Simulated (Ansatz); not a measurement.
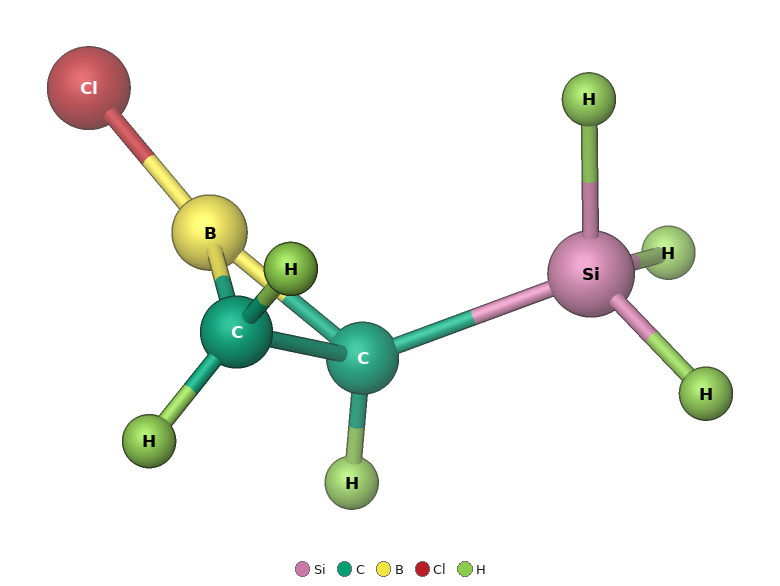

Atoms fade into the background with distance from the viewer. The computed structure is the end point of a PBE-D4/def2-SVP optimisation. No frequency run is at hand to confirm it as a minimum.

Question: List the symmetry elements and name the point group.

Answer: It has no symmetry element but the identity, so the point group is C1. The group has 1 operation. The geometry is chiral, and symmetry allows a dipole moment.
